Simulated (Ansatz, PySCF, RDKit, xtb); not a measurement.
# Which structure has the formula N2H3?, part 2 of 2

Task: start from the formula N2H3 (odd number of electrons), draw up candidate structures, narrow them down in stages, and characterise the one that lies lowest at 298.15 K.

xtb, Ansatz and PySCF; isolated molecules. Earlier steps stand in the parts before.

## Step 13: Frequencies after a tight-binding relaxation (GFN2-xTB)

File start.xyz:

```xyz
5
c105
N      0.430664    -0.357582    -0.959224
N      0.319839     0.911808    -0.514706
H      1.360132    -0.588272    -1.277630
H     -0.578129     0.952851    -0.024661
H     -0.041326    -1.113205    -0.474619
```

Started as:

```
xtb start.xyz --gfn 2 --ohess tight --uhf 1
```

Log (excerpt; [...] marks lines left out):

```text
* xtb version 6.7.1
[...]
          :  # basis functions                  11          :
[...]
          :  # electrons                        13          :
[...]
          :  Hamiltonian                  GFN2-xTB          :
[...]
          :  net charge                          0          :
          :  unpaired electrons                  1          :
[...]
   *** convergence criteria satisfied after 9 iterations ***
[...]
   *** GEOMETRY OPTIMIZATION CONVERGED AFTER 6 ITERATIONS ***
[...]
   *** convergence criteria satisfied after 3 iterations ***
[...]
         ::                     SUMMARY                     ::
         :::::::::::::::::::::::::::::::::::::::::::::::::::::
         :: total energy              -7.259805609395 Eh    ::
         :: gradient norm              0.000085431702 Eh/a0 ::
         :: HOMO-LUMO gap              8.547614045160 eV    ::
         ::.................................................::
         :: SCC energy                -7.326493238924 Eh    ::
         :: -> isotropic ES            0.015985722531 Eh    ::
         :: -> anisotropic ES          0.000982532831 Eh    ::
         :: -> anisotropic XC          0.011430578767 Eh    ::
         :: -> dispersion             -0.000918192500 Eh    ::
         :: repulsion energy           0.066687629529 Eh    ::
         :: add. restraining           0.000000000000 Eh    ::
         :: total charge               0.000000000000 e     ::
         :::::::::::::::::::::::::::::::::::::::::::::::::::::
[...]
         7        1.0000           -0.3037990              -8.2668 (HOMO)
         8                          0.0103201               0.2808 (LUMO)
[...]
     #   Z          covCN         q      C6AA      α(0)
     1   7          2.700    -0.124    23.694     7.229
     2   7          1.840    -0.317    29.068     7.990
     3   1          0.860     0.172     1.258     1.757
     4   1          0.860     0.122     1.608     1.986
     5   1          0.860     0.147     1.425     1.870
[...]
          | TOTAL ENERGY               -7.259805609395 Eh   |
          | TOTAL ENTHALPY             -7.218241980788 Eh   |
          | TOTAL FREE ENERGY          -7.244579390787 Eh   |
          | GRADIENT NORM               0.000085438790 Eh/α |
[...]
```

It took 0.038 s on 1 thread of Arm Neoverse V2, shared host.

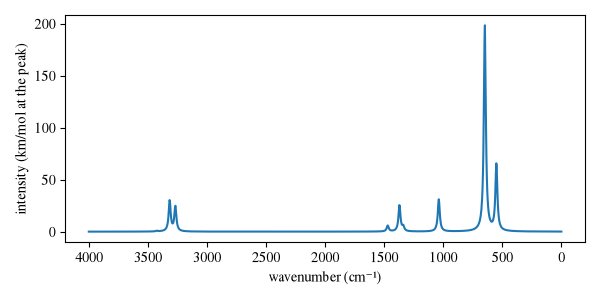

Harmonic infrared spectrum, unscaled, lines broadened by 10 cm⁻¹.

## Step 14: Electronic excitations (TD-CAM-B3LYP/def2-SVPD)

File input.xyz:

```xyz
5

N      0.430664    -0.357582    -0.959224
N      0.319839     0.911808    -0.514706
H      1.360132    -0.588272    -1.277630
H     -0.578129     0.952851    -0.024661
H     -0.041326    -1.113205    -0.474619
```

File run.py:

```python
# [NH]N
from pyscf import gto, dft, tdscf

mol = gto.M(
    atom='input.xyz',
    charge=0,
    max_memory=1860,
    spin=1,
    verbose=3,
    basis='def2-svpd',
)

mf = dft.UKS(mol)
mf.xc = 'cam-b3lyp'
mf = mf.density_fit(auxbasis='def2-universal-jkfit')
mf.max_cycle = 100
mf.grids.level = 2
mf.kernel()
if not mf.converged:
    mf = mf.newton().run(mf.mo_coeff, mf.mo_occ)

energy = mf.e_tot
print('Final energy', energy)

td = tdscf.TDA(mf)
td.nstates = 5
td.kernel()
td.analyze()
roots = td.e * 27.211386
osc = td.oscillator_strength()
print('state   eV      nm      f')
for i, (w, f) in enumerate(zip(roots, osc), 1):
    print('%3d %9.4f %8.1f %9.5f' % (i, w, 1239.842 / w, f))
```

Started as:

```
OMP_NUM_THREADS=1 python run.py
```

Log:

```text
WARN: HOMO -0.152386304341331 >= LUMO -0.152386304341332

converged SCF energy = -111.109202428132  <S^2> = 0.75478416  2S+1 = 2.0047785
Final energy -111.10920242813242
Excitation energies (eV)
[3.97290777 4.72998556 5.87096773 6.59300701 6.66925282]

** Excitation energies and oscillator strengths **
state   eV      nm      f
  1    3.9729    312.1   0.00387
  2    4.7300    262.1   0.00217
  3    5.8710    211.2   0.00718
  4    6.5930    188.1   0.13131
  5    6.6693    185.9   0.00389
```

Wall time 47 s (1 thread of Arm Neoverse V2, shared host).

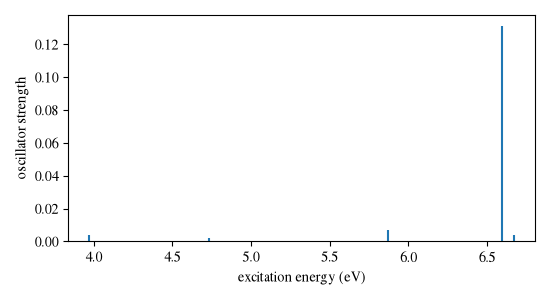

Vertical excitations as sticks.

The roots found:

```tsv
excited state	energy (eV)	strength
1	3.973	0.0039
2	4.730	0.0022
3	5.871	0.0072
4	6.593	0.1313
5	6.669	0.0039
```

## Step 15: The cation at the same geometry (PBE0/def2-TZVPD)

File input.yaml:

```yaml
crystal:
  periodic: [false, false, false]
  atoms:
    - {symbol: N, position_ang: [0.430664, -0.357582, -0.959224]}
    - {symbol: N, position_ang: [0.319839, 0.911808, -0.514706]}
    - {symbol: H, position_ang: [1.360132, -0.588272, -1.277630]}
    - {symbol: H, position_ang: [-0.578129, 0.952851, -0.024661]}
    - {symbol: H, position_ang: [-0.041326, -1.113205, -0.474619]}
basis:
  gaussian:
    orbitals: def2-TZVPD
total_charge: 1
hamiltonian:
  xc: {name: PBE0}
```

Started as:

```
ansatz run input.yaml --threads 1 --pin off --max-ram 2610MiB --events-out events.jsonl --progress --plain --runs-dir runs
```

Log:

```text
Warning: RAYON_NUM_THREADS=1 ignored (pool sized by the plan → 1); use --threads N
Functional definition: PBE0
  name "PBE0"
  parameter a = 0.25
  parameter kappa = 0.804
  parameter beta = 0.06672455060314922
  exchange = (1 - a)*pbe_x(kappa = kappa, mu = beta*pi^2/3) + a*exact_x
  correlation = pbe_c(beta = beta)
511 factors; their error is unknown
mean field evaluation 1: about -3010.2148 eV, gradient 5.6e1 eV
mean field evaluation 2: about -3009.8336 eV, gradient 5.6e1 eV
mean field evaluation 4: about -3016.0224 eV, gradient 3.3e0 eV
mean field evaluation 8: about -3016.0413 eV, gradient 3.0e-2 eV
mean field -3016.04134153 eV, -110.8374749549 hartree, gradient 3.7e-5 eV, S^2 0.000000; 0 other end points of the search recorded, 0 dependent functions left out
reference -3016.04135886 eV, -110.8374755918 hartree; 8, 8 occupied and 93, 93 virtual orbitals, 511 factors
Total energy: -3016.04135886 eV, -110.8374755918 hartree
```

Run time: 0.84 s. Hardware: 1 thread of Arm Neoverse V2, shared host.

Difference from the parent: 8.56 eV. Only this spin of the product was run; a higher spin can lie lower.

## Step 16: The anion at the same geometry (PBE0/def2-TZVPD)

File input.yaml:

```yaml
crystal:
  periodic: [false, false, false]
  atoms:
    - {symbol: "N", position_ang: [0.430664, -0.357582, -0.959224]}
    - {symbol: N, position_ang: [0.319839, 0.911808, -0.514706]}
    - {symbol: H, position_ang: [1.360132, -0.588272, -1.277630]}
    - {symbol: H, position_ang: [-0.578129, 0.952851, -0.024661]}
    - {symbol: H, position_ang: [-0.041326, -1.113205, -0.474619]}
basis:
  gaussian: {orbitals: def2-TZVPD}
total_charge: -1
hamiltonian: {xc: pbe0}
scf: {lower_state_search: off}
```

Started as:

```
ansatz run input.yaml --threads 1 --pin off --max-ram 2610MiB --events-out events.jsonl --progress --plain --runs-dir runs
```

Log (excerpt; [...] marks lines left out):

```text
Warning: RAYON_NUM_THREADS=1 ignored (pool sized by the plan → 1); use --threads N
Functional definition: PBE0
  name "PBE0"
[...]
511 factors; their error is unknown
[...]
mean field -3023.22573185 eV, -111.1014964296 hartree, gradient 8.6e-6 eV, S^2 0.000000; 0 other end points of the search recorded, 0 dependent functions left out
reference -3023.22575796 eV, -111.1014973891 hartree; 9, 9 occupied and 92, 92 virtual orbitals, 511 factors
Total energy: -3023.22575796 eV, -111.1014973891 hartree
Checks for a lower state left out: stability, starts, cluster_reference, orbital_swaps, neighbouring_geometries, increment
```

Run time: 0.7 s. Hardware: 1 thread of Arm Neoverse V2, shared host.

Parent less the species with the added electron: -1.37 eV. The extra electron isn't bound at this geometry, so the number measures the basis, not the molecule.

## Step 17: Polarisability (PBE0/def2-SVPD)

File job.py:

```python
import numpy
from pyscf import gto, dft
from pyscf.prop.polarizability import uks

mol = gto.M(
    atom=[
    ('N', (0.430664, -0.357582, -0.959224)),
    ('N', (0.319839, 0.911808, -0.514706)),
    ('H', (1.360132, -0.588272, -1.277630)),
    ('H', (-0.578129, 0.952851, -0.024661)),
    ('H', (-0.041326, -1.113205, -0.474619)),
],
    spin=1,
    max_memory=1860,
    basis='def2-svpd',
    verbose=3,
)

mf = dft.UKS(mol, xc='pbe0')
mf = mf.density_fit(auxbasis='def2-universal-jkfit')
mf.grids.level = 3
mf.max_cycle = 100
mf.kernel()
if not mf.converged:
    mf = mf.newton().run(mf.mo_coeff, mf.mo_occ)

energy = mf.e_tot
print('E = %.10f Eh' % energy)
pol = uks.Polarizability(mf)
alpha = pol.polarizability()
print('isotropic polarizability %.4f bohr^3' % (numpy.trace(alpha) / 3))
alpha_w = pol.polarizability_with_freq(freq=0.0773)
```

Started as:

```
OMP_NUM_THREADS=1 python job.py
```

Log:

```text
WARN: HOMO -0.161088532521689 >= LUMO -0.161088532521689

converged SCF energy = -111.031759137316  <S^2> = 0.75485568  2S+1 = 2.0048498
E = -111.0317591373 Eh
isotropic polarizability 20.6456 bohr^3
```

It took 25 s on 1 thread of Arm Neoverse V2, shared host.

## Step 18: The quartet at the same geometry (PBE0/def2-TZVPD)

File input.yaml:

```yaml
crystal:
  periodic: [false, false, false]
  atoms:
    - {symbol: N, position_ang: [0.430664, -0.357582, -0.959224]}
    - {symbol: "N", position_ang: [0.319839, 0.911808, -0.514706]}
    - {symbol: H, position_ang: [1.360132, -0.588272, -1.277630]}
    - {symbol: H, position_ang: [-0.578129, 0.952851, -0.024661]}
    - {symbol: H, position_ang: [-0.041326, -1.113205, -0.474619]}
basis:
  gaussian: {orbitals: def2-TZVPD}
hamiltonian: {xc: pbe0}
magnetization: {spin_polarized: true, initial_magnetization: 3}
```

Started as:

```
ansatz run input.yaml --threads 1 --pin off --max-ram 2610MiB --events-out events.jsonl --progress --plain --runs-dir runs
```

Log:

```text
Warning: RAYON_NUM_THREADS=1 ignored (pool sized by the plan → 1); use --threads N
Functional definition: PBE0
  name "PBE0"
  parameter a = 0.25
  parameter kappa = 0.804
  parameter beta = 0.06672455060314922
  exchange = (1 - a)*pbe_x(kappa = kappa, mu = beta*pi^2/3) + a*exact_x
  correlation = pbe_c(beta = beta)
511 factors; their error is unknown
mean field evaluation 1: about -3015.1545 eV, gradient 2.5e1 eV
mean field evaluation 2: about -3012.2068 eV, gradient 3.7e1 eV
mean field evaluation 4: about -3017.8835 eV, gradient 2.2e0 eV
mean field evaluation 8: about -3017.9214 eV, gradient 8.8e-2 eV
mean field evaluation 16: about -3017.9237 eV, gradient 2.6e-3 eV
mean field evaluation 32: about -3017.1468 eV, gradient 5.0e0 eV
mean field -3017.92369935 eV, -110.9066503289 hartree, gradient 3.0e-5 eV, S^2 3.757473; 4 other end points of the search recorded, 0 dependent functions left out
reference -3017.92372593 eV, -110.9066513057 hartree; 10, 7 occupied and 91, 94 virtual orbitals, 511 factors
Total energy: -3017.92372593 eV, -110.9066513057 hartree
```

It took 2.5 s on 1 thread of Arm Neoverse V2, shared host.

It lies 6.68 eV above the doublet.

## Step 19: Stability of the SCF solution (PBE0/def2-SVP)

File run.py:

```python
from pyscf import gto, dft

molecule = gto.M(
    atom=[
    ('N', (0.430664, -0.357582, -0.959224)),
    ('N', (0.319839, 0.911808, -0.514706)),
    ('H', (1.360132, -0.588272, -1.277630)),
    ('H', (-0.578129, 0.952851, -0.024661)),
    ('H', (-0.041326, -1.113205, -0.474619)),
],
    verbose=3,
    basis='def2-svp',
    spin=1,
    max_memory=1860,
)

mf = dft.UKS(molecule)
mf.xc = 'pbe0'
mf = mf.density_fit(auxbasis='def2-universal-jkfit')
mf.grids.level = 3
mf.max_cycle = 100
mf.kernel()
if not mf.converged:
    mf = mf.newton().run(mf.mo_coeff, mf.mo_occ)

energy = mf.e_tot
print('E(%s) = %.9f' % ('PBE0', energy))
mo_i, mo_e, stable_i, stable_e = mf.stability(internal=True, external=True, return_status=True)
print('stable: internal', stable_i, 'external', stable_e)
```

Started as:

```
OMP_NUM_THREADS=1 python run.py
```

Log:

```text
WARN: HOMO -0.158961208173321 >= LUMO -0.15896120817332

converged SCF energy = -111.016778152762  <S^2> = 0.75341779  2S+1 = 2.0034149
E(PBE0) = -111.016778153
<class 'pyscf.df.df_jk.DFUKS'> wavefunction is stable in the internal stability analysis
<class 'pyscf.df.df_jk.DFUKS'> wavefunction is stable in the real -> complex stability analysis
<class 'pyscf.df.df_jk.DFUKS'> wavefunction has an UHF/UKS -> GHF/GKS instability
stable: internal True external False
```

Run time: 15 s. Hardware: 1 thread of Arm Neoverse V2, shared host.

The stability test raises a flag; for an open shell a flag towards a general spinor solution can be the free rotation of the spin.

## Step 20: What came out

This closing draws on all 2 parts.

```
                                                      quantity                                                                  value
                                        lowest structure found                                                     [NH]N, doublet, C1
                                                 next finalist                         [N][NH3] ‡, doublet, 60.6 kcal/mol higher in G
                     share at equilibrium, among the finalists                                                                100.0 %
                                                        funnel  8 starts, 2 minima at GFN2-xTB, 2 screening runs, 2 relaxed, 2 ranked
                                          CPU time of all runs                                                                7.4 min
harmonic wavenumbers, lowest and highest (r2SCAN-D4/def2-TZVP)                                                      579 and 3611 cm⁻¹
                           rotational constants, same geometry                                              6.795, 1.025, 0.9054 cm⁻¹
                               dipole moment (PBE0/def2-TZVPD)                                                                 2.54 D
          HOMO energy (highest over α and β) (PBE0/def2-TZVPD)                                                               -5.63 eV
           LUMO energy (lowest over α and β) (PBE0/def2-TZVPD)                                                               -0.88 eV
                    lowest excitation (TD-CAM-B3LYP/def2-SVPD)                                                    3.97 eV (f = 0.004)
                  strongest of the states computed, same level                                                    6.59 eV (f = 0.131)
            vertical ionisation energy (to the singlet cation)                                                                8.56 eV
                                    vertical electron affinity                     -1.37 eV (unbound: the value depends on the basis)
                                 vertical quartet less doublet                                                               +6.68 eV
```

What this shows: The lowest structure found is `[NH]N`. The margin of 60.6 kcal/mol over the next finalist is beyond the usual error of the last level; it says nothing of structures that weren't ranked. GFN2-xTB, HF/STO-3G, r2SCAN-D4/def2-SVP, r2SCAN-D4/def2-TZVP, HF/def2-TZVPP and MP2/def2-TZVPP already put its bonding pattern lowest among the structures in one piece. The largest share of the time went into the relaxations (31 %). The stability test raises a flag; for an open shell a flag towards a general spinor solution can be the free rotation of the spin. The search is not exhaustive (a finite list of starts, one conformer a finalist), so a lower isomer can't be ruled out.

‡ marks the bonded skeleton alone, with all bonds drawn single: no Lewis structure was assigned that passes a check against the bond lengths.
